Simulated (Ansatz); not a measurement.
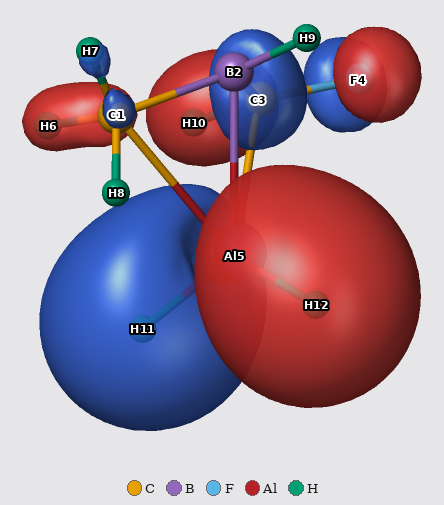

Figure. C$_{2}$H$_{7}$AlBF. The HOMO−1 at ±0.08 Å⁻³ᐟ² (blue and red are the two phases), seen at an oblique angle.

Computed with RKS LDA/cc-pVDZ (Ansatz).

```yaml
atoms:
  - { symbol: C, position_ang: [-1.1937, 0.4880, 0.3241] }
  - { symbol: B, position_ang: [0.3277, 0.4621, 0.8431] }
  - { symbol: C, position_ang: [1.3805, 0.6100, -0.1747] }
  - { symbol: F, position_ang: [2.6993, 0.4681, 0.0919] }
  - { symbol: Al, position_ang: [0.1675, -1.1683, -0.6335] }
  - { symbol: H, position_ang: [-1.3747, 1.0647, -0.6082] }
  - { symbol: H, position_ang: [-1.7901, 0.9466, 1.1440] }
  - { symbol: H, position_ang: [-1.7477, -0.4962, 0.2132] }
  - { symbol: H, position_ang: [0.5786, 0.0794, 1.9701] }
  - { symbol: H, position_ang: [1.2286, 1.0578, -1.1861] }
  - { symbol: H, position_ang: [-0.3124, -1.0371, -2.1551] }
  - { symbol: H, position_ang: [0.1137, -2.5302, 0.2052] }
```

Describe this orbital and give its energy.

Answer. Its weight (Hirshfeld) is mainly on Al5 (about 30 %), H12 (about 25 %) and H11 (about 25 %). Its energy is −7.24 eV.
